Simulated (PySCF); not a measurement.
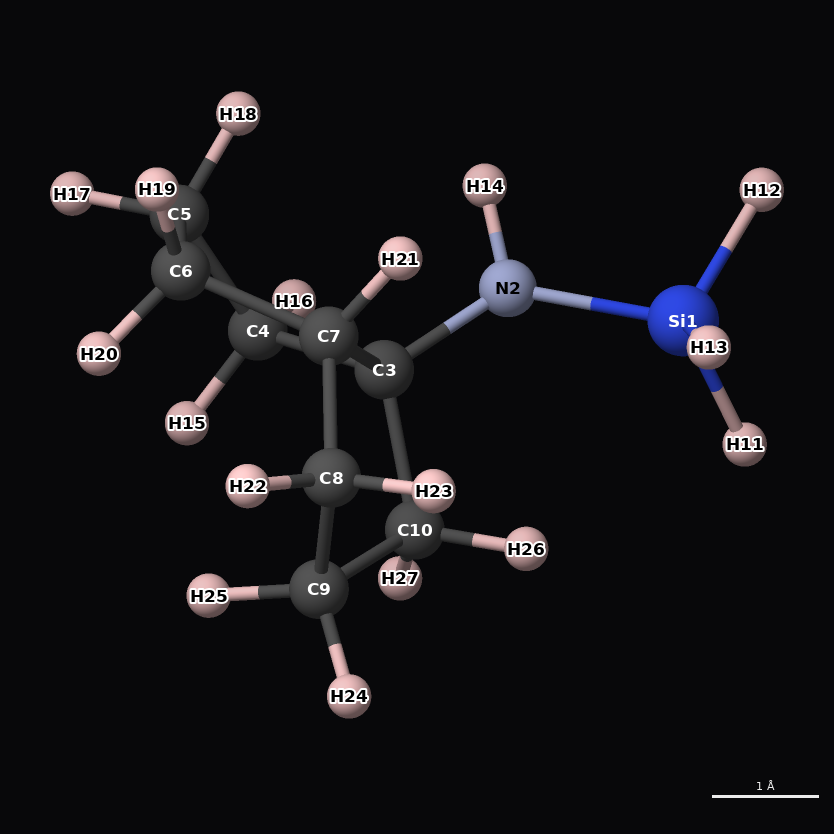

The geometry was computed by an optimisation with PBE0-D3(BJ)/def2-SVP. No frequency run is at hand to confirm it as a minimum.

What are the angles N2–C3–C4, N2–C3–C7, C3–C4–H16, C3–C7–C6, C3–C10–H26, C5–C6–H19, C5–C6–H20, C8–C9–C10, C8–C9–H24, C8–C9–H25, C9–C8–H23, C9–C10–H26?

```csv
angle,degrees
N2–C3–C4,109.6
N2–C3–C7,114.3
C3–C4–H16,110.9
C3–C7–C6,105.9
C3–C10–H26,109.9
C5–C6–H19,113.6
C5–C6–H20,109.1
C8–C9–C10,102.7
C8–C9–H24,113.6
C8–C9–H25,110.3
C9–C8–H23,109.1
C9–C10–H26,108.6
```
